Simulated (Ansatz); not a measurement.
Reaction (SMILES): FSF + 2 [H][H] (H2) → 2 F (HF) + S (H2S)
B3LYP-D3(BJ)/def2-TZVP geometries, fixed; electronic energies without zero-point terms.

Basis-set convergence of the energy of full hydrogenation at B3LYP with Ansatz (a first-principles code). Cartesian d functions, on some or all atoms, in 6-31G*, 6-31G**; all else is spherical. The program fits the integrals of some runs and decomposes those of others, by size. No added dispersion term, no relativity. Functions are those of the species that has most. Reference: the value in aug-cc-pV(5+d)Z, -65.87 kcal/mol, itself unsure by roughly 0.16 kcal/mol (its mean distance from pcseg-4, aug-pcseg-3, aug-cc-pV(Q+d)Z). Deviations are taken from unrounded values. Cost is core time over that of 6-311++G(3df,3pd), rough, on shared machines of one kind; a dash marks a row that isn't timed (too short, read off another run, short of memory, by another algorithm or on other hardware).

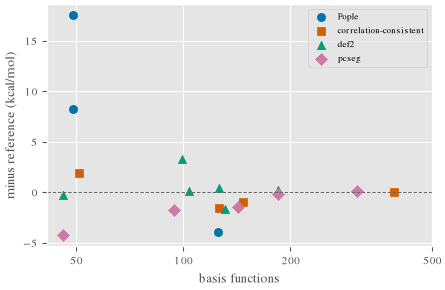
Figure: Deviation from the reference against the number of basis functions, by family of sets.

| basis | functions | energy of full hydrogenation (kcal/mol) | minus reference (kcal/mol) | cost |
|---|---|---|---|---|
| def2-SVP | 46 | -66.13 | -0.26 | - |
| pcseg-1 | 46 | -70.12 | -4.26 | - |
| 6-31G* | 49 | -48.33 | 17.54 | - |
| 6-31G** | 49 | -57.65 | 8.22 | - |
| cc-pV(D+d)Z | 51 | -64.00 | 1.86 | 0.5× |
| pcseg-2 | 94 | -67.61 | -1.74 | 0.6× |
| def2-TZVP | 99 | -62.61 | 3.25 | 0.6× |
| def2-TZVPP | 104 | -65.78 | 0.09 | 0.7× |
| 6-311++G(3df,3pd) | 125 | -69.77 | -3.91 | 1× |
| def2-TZVPD | 126 | -65.44 | 0.42 | 1× |
| jun-cc-pV(T+d)Z | 126 | -67.40 | -1.53 | 1× |
| def2-TZVPPD | 131 | -67.50 | -1.64 | 1× |
| aug-pcseg-2 | 142 | -67.35 | -1.49 | 1× |
| aug-cc-pV(T+d)Z | 147 | -66.85 | -0.99 | 1× |
| def2-QZVPP | 184 | -65.64 | 0.22 | 1× |
| pcseg-3 | 184 | -66.00 | -0.14 | 1× |
| pcseg-4 | 307 | -65.76 | 0.11 | 4× |
| aug-cc-pV(5+d)Z | 390 | -65.87 | 0.00 | 6× |
